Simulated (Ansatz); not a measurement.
# Calculations on HCl and related structures

## 1. Relaxation

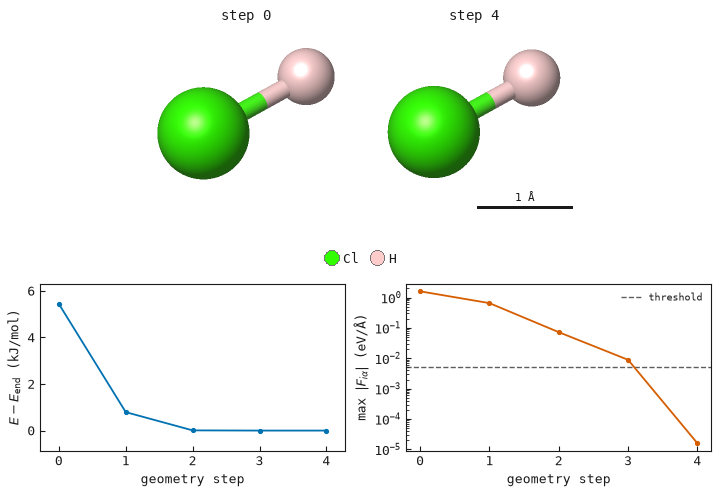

First and last geometry of a relaxation of HCl, with the history of the run. The picture is a ball-and-stick view, seen from a free direction.

It is one of the separated products of a reaction.

Theory: RKS PBE0-D4/def2-TZVP in Ansatz 0.2.0. Set-up: force threshold 0.005 eV/Å; at most 200 steps.

Q: Did the run converge, and what did it change?

A: It converged. The largest moves after the best rigid fit, 0.031 Å, are those of Cl and H atoms. Largest moves by element: Cl 0.031 Å, H 0.031 Å. Some distances before and after: Cl–H 1.341 → 1.279 Å. After 4 geometry steps the energy has fallen by 5.44 kJ/mol. Largest force component: 1.6 eV/Å at the start, under 0.0001 eV/Å at the end. Cost: 0.8 s on 4 threads of Arm Neoverse V2 (shared host).

## 2. Relaxation

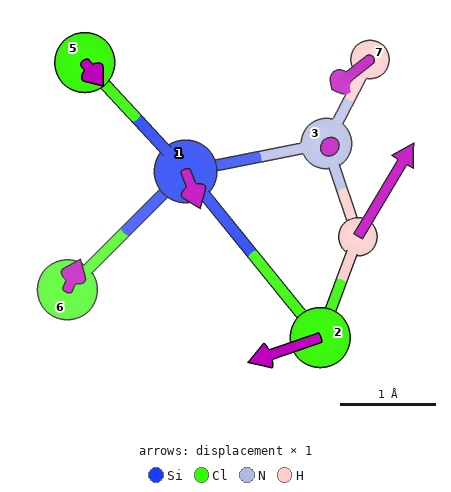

This is a relaxation of SiNH2Cl3 (started from a transition state, displaced along its imaginary mode). The starting structure is drawn; purple arrows show the displacements, at their true length. The two geometries are superimposed by the best rigid fit.

The picture is a ball-and-stick view, seen at a tilt.

Method: Ansatz, RKS PBE0-D4/def2-TZVP.

Input file:
```yaml
crystal:
  periodic: [false, false, false]
  atoms:
    - {symbol: Si, position_ang: [-0.197437, 0.204367, 0.578938]}
    - {symbol: Cl, position_ang: [1.313786, -1.581807, -0.428557]}
    - {symbol: N, position_ang: [-0.562488, 0.310630, -1.006901]}
    - {symbol: H, position_ang: [0.257900, -0.642862, -1.108649]}
    - {symbol: Cl, position_ang: [0.812747, 1.533466, 1.709954]}
    - {symbol: Cl, position_ang: [-1.288786, -0.983684, 1.771946]}
    - {symbol: H, position_ang: [-0.335722, 1.159890, -1.516831]}
basis:
  gaussian: {orbitals: def2-TZVP}
hamiltonian: {xc: pbe0, dispersion: d4}
relax: {f_tol: 0.005, max_steps: 200}
```

Launched with:
```bash
ansatz run in.yaml --threads 4 --pin off --events-out ev --progress --plain --max-ram 9574MiB
```

### What did the optimiser do to the structure, and how much energy did it gain?

After 16 accepted moves (20 points after the start) the energy has fallen by 2.815 eV. Largest force component: 1.7 eV/Å at the start, 0.0028 eV/Å at the end. The line search rejected the trial steps at points 9, 11, 14, 17 of the run. The atom that moves furthest after the best rigid fit is H4 (1.16 Å). Largest moves by element: H 1.16 Å, Cl 0.85 Å, Si 0.52 Å, N 0.25 Å. Some distances before and after: Cl2–H4 1.568 → 3.178 Å, Si1–Cl2 2.547 → 2.031 Å, Si1–H4 1.942 → 2.362 Å, N3–H4 1.262 → 1.007 Å. Bonds break, among them: Cl2–H4 (1.57 → 3.18 Å). Bond angles that change, for instance: Si1–N3–H4 83.3° → 120.8°, Cl2–Si1–N3 78.1° → 108.2°, Cl2–Si1–Cl6 98.2° → 111.2°.

## 3. Reaction

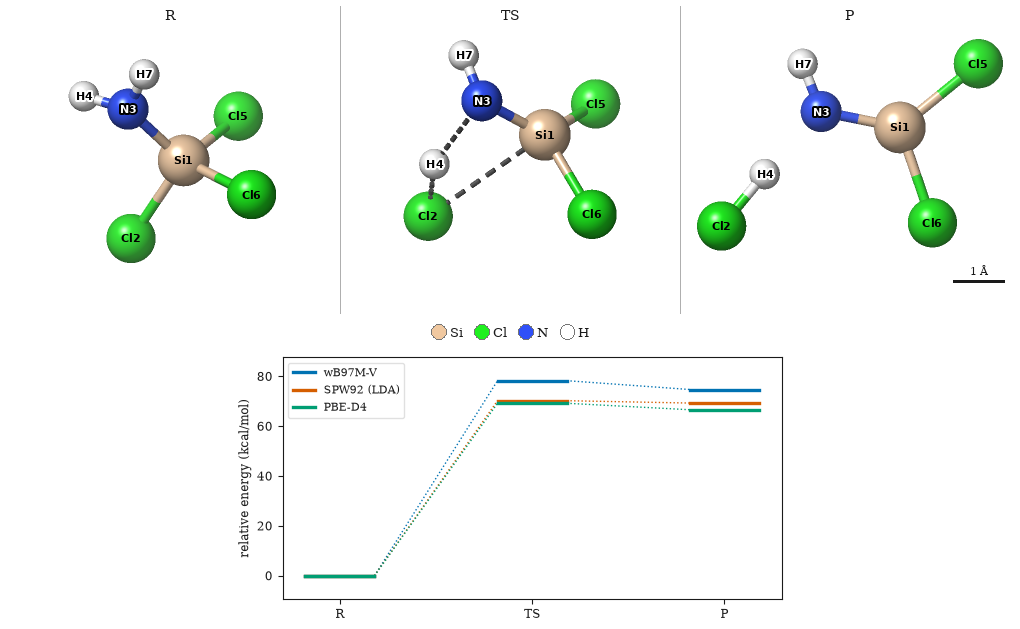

A reaction step of SiNH2Cl3, with its energy diagram. Style: ball-and-stick. Shown from a free direction. Dashed sticks mark bonds that form or break.

Stationary points at PBE0-D4/def2-TZVP, single-point energies with wB97M-V, SPW92 (LDA), PBE-D4 (def2-TZVPP where no basis is named; Ansatz 0.2.0). The energies are electronic, without zero-point or thermal terms, and both ends are the minima reached downhill from the saddle, with any fragments still in contact.

Q: What happens, and what does it cost?

A: Counted by bonded pieces, R holds SiH₂NCl₃ and P holds HCl + SiHNCl₂. From R over the saddle to P, a bond forms: Cl2–H4 (3.18 → 1.36 → 1.34 Å). Bonds break: Si1–Cl2 (2.03 → 2.94 → 4.04 Å), N3–H4 (1.01 → 1.72 → 1.68 Å). The saddle has one imaginary mode, 156i cm⁻¹. With wB97M-V the barrier is 78.3 kcal/mol from R and 3.5 kcal/mol from P, and P lies 74.7 kcal/mol above R. By Pauling bond orders of the changing bonds the saddle lies closer to P, the higher end, as Hammond's postulate suggests.

```
      level  barrier from R (kcal/mol)  barrier from P (kcal/mol)  P less R (kcal/mol)
    wB97M-V                       78.3                        3.5                 74.7
SPW92 (LDA)                       70.3                        0.9                 69.3
     PBE-D4                       69.2                        2.6                 66.6
```
